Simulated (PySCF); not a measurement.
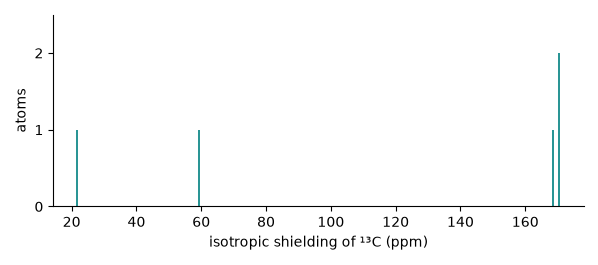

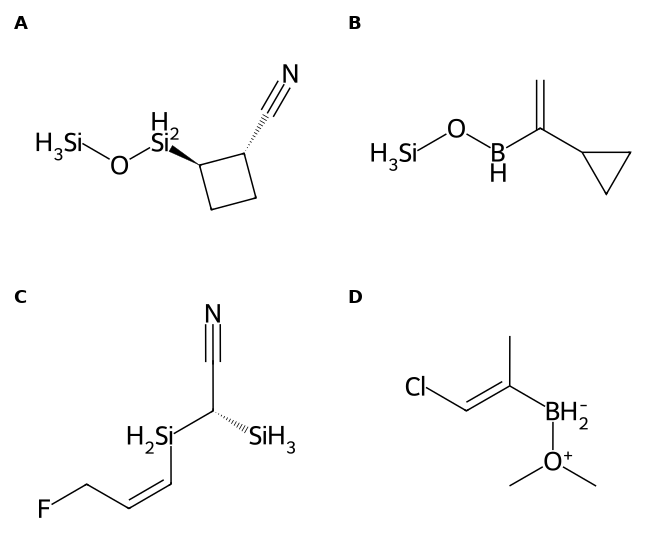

The sticks are computed shieldings of one of the molecules, for one fixed geometry (GFN2-xTB) without averaging over rotations. Low shielding means a high chemical shift. Method: GIAO PBE0/pcSseg-1 NMR shielding, non-relativistic, gas phase (PySCF 2.14.0).

Match the spectrum to a structure.

Answer. B, `C=C(BO[SiH3])C1CC1`. Its 5 C atoms give lines at 21.7, 59.5, 168.6, 170.5 (2 atoms) ppm.

The geometry is semi-empirical. Around B, Si such bond lengths and angles can be off by a tenth of an ångström or more and by several degrees, and values that hang on the shape move with them.
